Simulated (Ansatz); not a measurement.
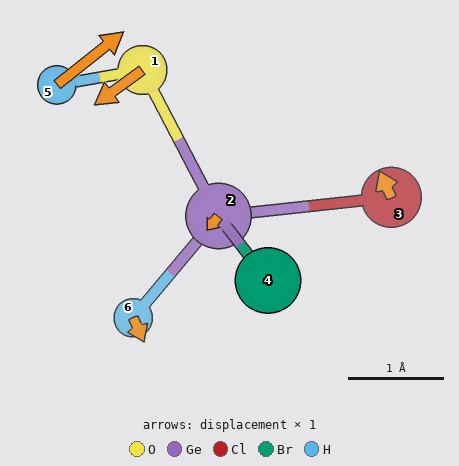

This is a relaxation of GeH₂OBrCl (coarse preliminary run). The starting structure is drawn; orange arrows show the displacements, at their true length. The two geometries are superimposed by the best rigid fit.

The picture is a ball-and-stick view, seen from a free direction.

The start comes from a force field.

Level of theory: RKS PBE-D4/def2-SVP in Ansatz.

Input
```yaml
crystal:
  periodic: [false, false, false]
  atoms:
    - {symbol: O, position_ang: [-1.215900, 0.585100, 0.510800]}
    - {symbol: Ge, position_ang: [0.321900, 0.032100, -0.065700]}
    - {symbol: Cl, position_ang: [1.849500, 0.800400, 1.217900]}
    - {symbol: Br, position_ang: [0.420700, -2.281700, -0.017800]}
    - {symbol: H, position_ang: [-1.909600, 0.261600, -0.175200]}
    - {symbol: H, position_ang: [0.575500, 0.538500, -1.516200]}
basis:
  gaussian: {orbitals: def2-SVP}
hamiltonian: {xc: pbe, dispersion: d4}
relax: {f_tol: 0.03, max_steps: 200}
```

Command:
```bash
ansatz run in.yaml --threads 4 --pin off --events-out ev --progress --plain --max-ram 10444MiB
```

> Which element moves most?

Hydrogen: up to 0.91 Å, against 0.64 Å for oxygen.

> What did the optimiser do to the structure, and how much energy did it gain?

Over 13 accepted moves (16 points after the start) the energy falls by 5.13 kcal/mol. Largest force component: 2.6 eV/Å at the start, 0.02 eV/Å at the end. The line search rejected the trial steps at points 9, 12, 14 of the run. The forces were under the threshold at step 13, but the run went on from there. The atom that moves furthest after the best rigid fit is H5 (0.91 Å). Largest moves by element: H 0.91 Å, O 0.64 Å, Cl 0.33 Å, Ge 0.20 Å, Br 0.08 Å. Among the contacts that change: O1–H5 1.028 → 0.977 Å, O1–Ge2 1.733 → 1.779 Å, Ge2–Cl3 2.138 → 2.171 Å, Ge2–H6 1.557 → 1.538 Å. Bond angles that change, for instance: Ge2–O1–H5 106.0° → 111.9°, O1–Ge2–H6 110.5° → 106.5°, Cl3–Ge2–H6 109.0° → 111.1°. Groups turn about O1–Ge2 by about 125°. Cost: 20 s on 4 threads of Arm Neoverse V1, on a shared host.
